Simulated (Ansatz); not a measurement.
System: CH5S2Si (SMILES C=[SiH]S[SH2+]) (charge +1).

Input

```
crystal:
  periodic: [false, false, false]
  atoms:
    - { symbol: C, position_ang: [0.01692, 1.73149, 0.34611] }
    - { symbol: Si, position_ang: [1.2377, 0.86997, -0.56196] }
    - { symbol: S, position_ang: [0.89758, -1.36485, -0.12078] }
    - { symbol: S, position_ang: [-1.14087, -1.44714, -0.111] }
    - { symbol: H, position_ang: [-0.52567, 1.27262, 1.16155] }
    - { symbol: H, position_ang: [-0.08871, 2.80221, 0.28026] }
    - { symbol: H, position_ang: [2.30524, 0.73242, -1.52508] }
    - { symbol: H, position_ang: [-1.38562, -1.89881, 1.15496] }
    - { symbol: H, position_ang: [-1.31656, -2.6979, -0.62405] }
total_charge: 1
basis:
  gaussian: { orbitals: "6-31G*" }
hamiltonian:
  xc: { name: BHLYP }
  dispersion: d4
relax:
  f_tol: 0.015
  max_steps: 40
output:
  orbitals: {}
```

Launched as:

```sh
ansatz run input.yaml --threads 1 --pin off --max-ram 2048MiB --backend cpu --events-out ev --progress --plain --runs-dir out
```

The fields are those of the run's last geometry, not of the input's.

Theory: RKS BHLYP-D4/6-31G* (Ansatz).

Question: What will maps of the electron density and electron localisation function show?

Answer: C–Si (1.70 Å): ρ is about 1.2 e/Å³ halfway; the ELF peaks at about 0.95 between the atoms; localised, covalent bonding.
Si–S (2.16 Å): the density is about 0.79 e/Å³ at the midpoint; the ELF peaks at about 0.95 between the atoms (localised, covalent bonding).
C–H (1.08 Å): ρ is about 2.1 e/Å³ halfway; the ELF climbs to about 1 towards the hydrogen, as it does in any bond to H (an ordinary covalent bond to hydrogen).
Si–H (1.46 Å): ρ is about 0.85 e/Å³ halfway; the ELF climbs to about 1 towards the hydrogen.

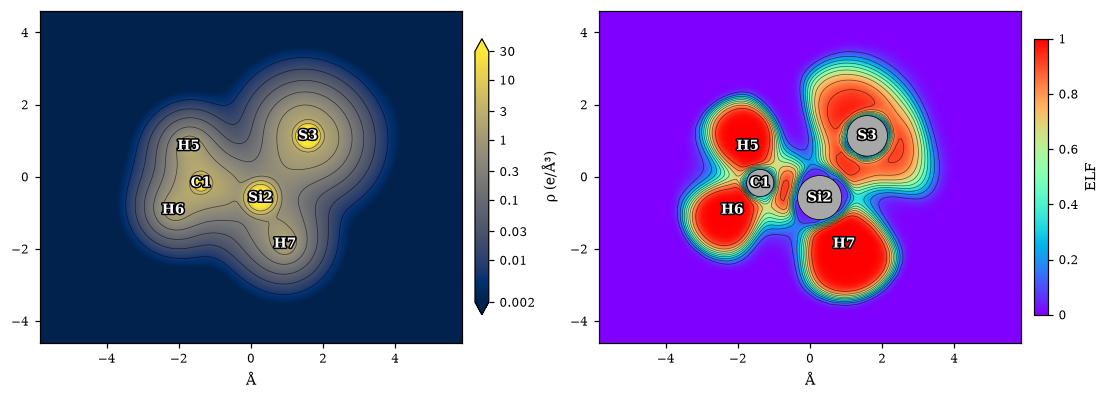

Computed electron density and electron localisation function on the plane of atoms C1, Si2 and H7, in this order. Grey discs cover the atomic cores in the ELF map. 
